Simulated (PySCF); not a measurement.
# One shape, several levels: CH9OPSi2 (SMILES CO[SiH]([SiH3])P)

Wanted: a comparison of 6 runs (HF/STO-3G, HF/3-21G, HF/def2-SVP, HF/pcseg-1, B3LYP/6-31G*, MP2/6-311+G**) of CH9OPSi2. 

The calculation is run with PySCF 2.14.0.

## (1) Starting point

CH9OPSi2 has 14 atoms, charge 0, and is taken as a singlet. SMILES: `CO[SiH]([SiH3])P`. The coordinates come from a GFN2-xTB relaxation. This is one conformer, not always the lowest.

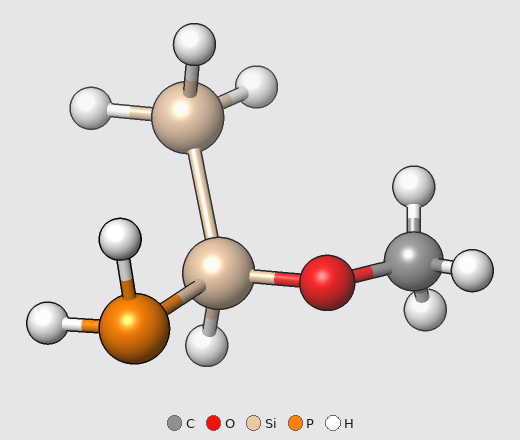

The structure, seen from a chosen angle (carbon grey, oxygen red, silicon light orange, phosphorus orange, hydrogen white).

## (2) Energy and gradient at HF/STO-3G (run 1)

The input, input.py:

```python
from pyscf import gto

mol = gto.Mole()
mol.atom = '''
C   -1.722880   1.150710   1.019860
O   -0.431130   1.267990   0.514410
Si   0.258680   0.355440  -0.643930
Si   0.196230  -1.910380  -0.105730
P    2.248910   1.370210  -0.763270
H   -1.835720   1.866660   1.834400
H   -1.903640   0.140370   1.397260
H   -2.460490   1.368780   0.243570
H   -0.421010   0.622960  -1.931730
H    0.786780  -2.748730  -1.152220
H    0.916850  -2.222170   1.136570
H   -1.175220  -2.396560   0.100830
H    2.875020   0.557760   0.165230
H    2.667640   0.576960  -1.815260
'''
mol.verbose = 4
mol.max_memory = 1860
mol.basis = 'sto-3g'
mol.charge = 0
mol.build()

hf = mol.RHF()
hf.conv_tol = 1e-10
hf.kernel()
if not hf.converged:
    hf = hf.newton().run(hf.mo_coeff, hf.mo_occ)

e_tot = hf.e_tot
print('E = %.10f Eh' % e_tot)
grad = hf.nuc_grad_method().kernel()
dip = hf.dip_moment()
pop, q = hf.mulliken_pop()
```

The run is started by

```
$ OMP_NUM_THREADS=1 python input.py
```

What it wrote:

```text
PySCF version 2.14.0

[... 66 lines left out ...]
converged SCF energy = -1024.63894106406
[... 12 lines left out ...]
Dipole moment(X, Y, Z, Debye): -0.46208, -1.22856, -0.47750
[... 61 lines left out ...]
charge of   13H =     -0.12611
```

It took 8.7 s on 1 thread of Intel Xeon at 2.50GHz (Skylake/Cascade Lake), shared host; peak memory 0.12 GiB.

## (3) Energy and gradient at HF/3-21G (run 2)

The input, run.py:

```python
from pyscf import gto, scf

mol = gto.M(
    atom='''
C     -1.722880     1.150710     1.019860
O     -0.431130     1.267990     0.514410
Si     0.258680     0.355440    -0.643930
Si     0.196230    -1.910380    -0.105730
P      2.248910     1.370210    -0.763270
H     -1.835720     1.866660     1.834400
H     -1.903640     0.140370     1.397260
H     -2.460490     1.368780     0.243570
H     -0.421010     0.622960    -1.931730
H      0.786780    -2.748730    -1.152220
H      0.916850    -2.222170     1.136570
H     -1.175220    -2.396560     0.100830
H      2.875020     0.557760     0.165230
H      2.667640     0.576960    -1.815260
''',
    max_memory=1860,
    basis='3-21g',
    spin=0,
    verbose=3,
)

hf = scf.RHF(mol)
hf.conv_tol = 1e-10
hf.kernel()
if not hf.converged:
    hf = hf.newton().run(hf.mo_coeff, hf.mo_occ)

e_tot = hf.e_tot
print('E(%s) = %.9f' % ('HF', e_tot))
grad = hf.nuc_grad_method().kernel()
hf.analyze()
```

The run is started by

```
$ OMP_NUM_THREADS=1 python run.py
```

What it wrote:

```text
converged SCF energy = -1031.1084456759
[... 19 lines left out ...]
MO #10  energy= -5.3318495384315   occ= 2
[... 12 lines left out ...]
MO #23  energy= -0.645562124103802 occ= 2
[... 12 lines left out ...]
MO #36  energy= 0.151010895796909  occ= 0
[... 12 lines left out ...]
MO #49  energy= 0.48263284879699   occ= 0
[... 12 lines left out ...]
MO #62  energy= 1.25989876553334   occ= 0
[... 12 lines left out ...]
MO #75  energy= 3.36946301194599   occ= 0
[... 15 lines left out ...]
Dipole moment(X, Y, Z, Debye): -1.58545, -1.91476, -0.01924
```

Wall time 7.8 s (1 thread of Intel Xeon at 2.50GHz (Skylake/Cascade Lake), shared host); peak memory 0.15 GiB.

Runs 3 to 4 aren't shown in full; the table further down has their settings and results.

## (4) Energy and gradient at B3LYP/6-31G(d) (spherical functions) (run 5)

The input, job.py:

```python
import pyscf.grad
from pyscf import gto, dft

system = gto.M(
    atom='''
C     -1.722880     1.150710     1.019860
O     -0.431130     1.267990     0.514410
Si     0.258680     0.355440    -0.643930
Si     0.196230    -1.910380    -0.105730
P      2.248910     1.370210    -0.763270
H     -1.835720     1.866660     1.834400
H     -1.903640     0.140370     1.397260
H     -2.460490     1.368780     0.243570
H     -0.421010     0.622960    -1.931730
H      0.786780    -2.748730    -1.152220
H      0.916850    -2.222170     1.136570
H     -1.175220    -2.396560     0.100830
H      2.875020     0.557760     0.165230
H      2.667640     0.576960    -1.815260
''',
    verbose=4,
    max_memory=1860,
    charge=0,
    basis='6-31g*',
)

mf = dft.RKS(system)
mf.xc = 'b3lyp'
mf.grids.level = 5
mf.conv_tol = 1e-10
mf.kernel()
if not mf.converged:
    mf = mf.newton().run(mf.mo_coeff, mf.mo_occ)

e_tot = mf.e_tot
print(f'total energy: {e_tot:.8f} hartree')
grad = mf.Gradients().kernel()
mf.analyze()
```

The run is started by

```
$ OMP_NUM_THREADS=1 python job.py
```

What it wrote:

```text
PySCF version 2.14.0

[... 109 lines left out ...]
MO #5   energy= -10.2302352787022  occ= 2
[... 18 lines left out ...]
MO #24  energy= -0.45893177348168  occ= 2
[... 18 lines left out ...]
MO #43  energy= 0.151300735542576  occ= 0
[... 18 lines left out ...]
MO #62  energy= 0.575042184531231  occ= 0
[... 18 lines left out ...]
MO #81  energy= 1.10993949723248   occ= 0
[... 18 lines left out ...]
MO #100 energy= 2.78133840232098   occ= 0
[... 117 lines left out ...]
Dipole moment(X, Y, Z, Debye): -1.07024, -1.02913,  0.11055
```

It took 2 min on 1 thread of Intel Xeon at 2.50GHz (Skylake/Cascade Lake), shared host; peak memory 1 GiB.

## (5) Energy and gradient at MP2/6-311+G(d,p) (run 6)

The input, run.py:

```python
import pyscf.grad
from pyscf import gto, scf, mp

mol = gto.M(
    atom=[
    ('C', (-1.722880, 1.150710, 1.019860)),
    ('O', (-0.431130, 1.267990, 0.514410)),
    ('Si', (0.258680, 0.355440, -0.643930)),
    ('Si', (0.196230, -1.910380, -0.105730)),
    ('P', (2.248910, 1.370210, -0.763270)),
    ('H', (-1.835720, 1.866660, 1.834400)),
    ('H', (-1.903640, 0.140370, 1.397260)),
    ('H', (-2.460490, 1.368780, 0.243570)),
    ('H', (-0.421010, 0.622960, -1.931730)),
    ('H', (0.786780, -2.748730, -1.152220)),
    ('H', (0.916850, -2.222170, 1.136570)),
    ('H', (-1.175220, -2.396560, 0.100830)),
    ('H', (2.875020, 0.557760, 0.165230)),
    ('H', (2.667640, 0.576960, -1.815260)),
],
    charge=0,
    verbose=4,
    max_memory=1860,
    basis='6-311+g**',
)

mf = scf.RHF(mol)
mf.conv_tol = 1e-10
mf.kernel()
if not mf.converged:
    mf = mf.newton().run(mf.mo_coeff, mf.mo_occ)

pt = mp.MP2(mf, frozen=17).run()
e_tot = pt.e_tot
print(f'total energy: {e_tot:.8f} hartree')
grad = pt.Gradients().kernel()
dip = mf.dip_moment()
pop, q = mf.mulliken_pop()
```

The run is started by

```
$ OMP_NUM_THREADS=1 python run.py
```

What it wrote:

```text
PySCF version 2.14.0

[... 70 lines left out ...]
converged SCF energy = -1036.64352282946
[... 8 lines left out ...]
total energy: -1037.32294473 hartree
[... 8 lines left out ...]
Dipole moment(X, Y, Z, Debye): -1.26909, -1.23991,  0.05659
[... 203 lines left out ...]
charge of   13H =     -0.04593
```

Run time: 5.9 min. Hardware: 1 thread of Intel Xeon at 2.50GHz (Skylake/Cascade Lake), shared host; peak memory 2.3 GiB.

## (6) The series

```
run                               level  integration grid  frozen core orbitals   energy (Eh)  dipole moment (D) of the reference  HOMO energy (eV)  LUMO energy (eV)  wall time
  1                           HF/STO-3G                 –                     –  -1024.638941                                1.40             -6.95              9.31      8.7 s
  2                            HF/3-21G                 –                     –  -1031.108446                                2.49             -9.67              2.81      7.8 s
  3                         HF/def2-SVP                 –                     –  -1036.212272                                1.72             -9.71              3.06       50 s
  4                          HF/pcseg-1                 –                     –  -1036.488717                                2.00             -9.74              2.64       76 s
  5  B3LYP/6-31G* (spherical functions)                 5                     –  -1039.092636                                1.49             -6.95             -0.39      2 min
  6                       MP2/6-311+G**                 –                    17  -1037.322945                                1.78             -9.73              1.65    5.9 min
```

## (7) Results

| quantity | value |
| --- | --- |
| run 6: total energy | -1037.32294 Eh |
| run 6: dipole moment (Hartree–Fock density) | 1.78 D |
| run 6: HOMO energy (Hartree–Fock orbitals) | -9.73 eV |
| run 6: LUMO energy (Hartree–Fock orbitals) | 1.65 eV |
| run 6: HOMO–LUMO gap (Hartree–Fock orbitals) | 11.38 eV |
| run 6: correlation energy (17 core orbitals frozen) | -679.4 mEh |
| run 6: largest force on an atom | 1.051 eV/Å |

In words: Over runs 1, 2, 3, 4, 5 the dipole moment (its size) runs from 1.40 D (HF/STO-3G) to 2.49 D (HF/3-21G). Over runs 1, 2, 3, 4, 5 the HOMO–LUMO gap runs from 6.56 eV (B3LYP/6-31G*) to 16.26 eV (HF/STO-3G). The two ends differ in method and basis. In run 1 the basis is minimal, so the values are rough. All runs together took 10 min, the longest 5.9 min.
